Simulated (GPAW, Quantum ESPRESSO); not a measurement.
Consider Sb (Antimony, Pm-3m).

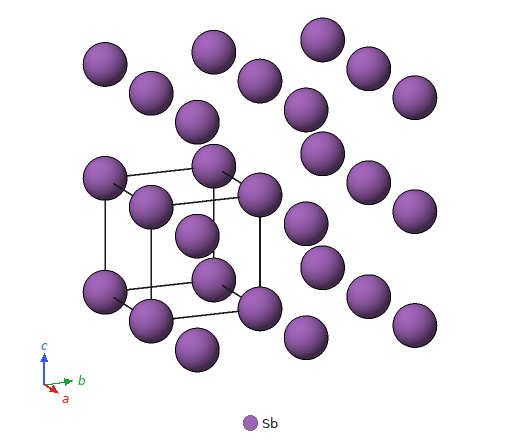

The structure (antimony purple). 2×2×2 cells are drawn. Some periodic images of atoms are drawn too.

```cif
data_structure
_symmetry_space_group_name_H-M 'P 1'
_symmetry_Int_Tables_number 1
_cell_length_a 3.1600
_cell_length_b 3.1600
_cell_length_c 3.1600
_cell_angle_alpha 90.000
_cell_angle_beta 90.000
_cell_angle_gamma 90.000
_cell_volume 31.55
loop_
_atom_site_label
_atom_site_type_symbol
_atom_site_fract_x
_atom_site_fract_y
_atom_site_fract_z
_atom_site_occupancy
Sb1 Sb 0.00000 0.00000 0.00000 1
```

Absorber: atom 1, with 6 Sb at 3.16 Å (octahedral, site symmetry m-3m). Method: Quantum ESPRESSO XSpectra, LDA, excited-electron core hole (neutral cell), 4-atom cell with 5.5 Å between holes, 5×5×5 k points, dipole transitions, Lorentzian half width 4.58 eV (not a setting of the program: the run's 0.4 eV curve was folded afterwards with a further Lorentzian).

This is not the structure that Sb takes at ambient pressure and room temperature (space group No. 166); it is a model or a phase of other conditions.

**Question.** What does the Sb K edge look like?

Main maxima up to 30 eV above the zero (height): 3.6 eV (1.12) and 21.4 eV (1.07). A K edge sees empty p states on the absorber. 

The Sb K spectrum (energy from the energy zero of the input (xe0, at the border of filled and empty states); intensity scaled to a mean of 1 over the first 20 eV; folded afterwards to Lorentzian half width 4.58 eV; the points at xe0, where the cut of filled states can leave a spike, are interpolated):

```csv
E (eV),intensity
-2.0,0.58
-0.5,0.76
1.0,0.95
2.5,1.09
4.0,1.11
5.5,1.05
7.0,0.99
8.5,0.95
10.0,0.94
11.5,0.94
13.0,0.95
14.5,0.97
16.0,0.99
17.5,1.02
19.0,1.05
20.5,1.07
22.0,1.07
23.5,1.05
25.0,1.02
26.5,0.99
28.0,0.97
29.5,0.95
31.0,0.95
```

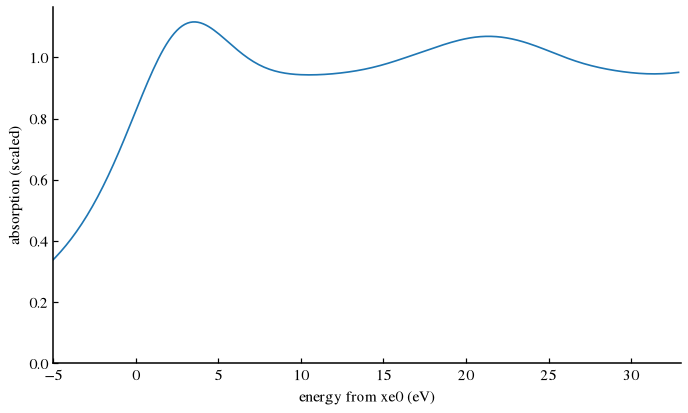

The Sb K edge.

The holes are only 5.5 Å apart, so the shape is probably not converged with cell size; no larger cell was run here. The structure is a published determination, not relaxed.

[Banner, clock and machine lines of the logs are left out without a mark of their own.]

[Logs are printed without paths, hosts, clocks, repeated set-up lines and the standing remarks that a program may print on its own settings, such as how far it seeks lower states.]

[Hosts, paths, dates, database ids (printed as entryN), source tags and the programs' standing remarks are cut or masked in the printed files.]

[Lists of maxima count a maximum above −3 eV only where it reaches 4 % of the highest in the window and stands out from its surroundings by 2 % of it (1.5 % where it reaches 55 %); shoulders and weaker maxima are passed over, and of the rest the first, up to two pre-edge ones and the few strongest are named.]
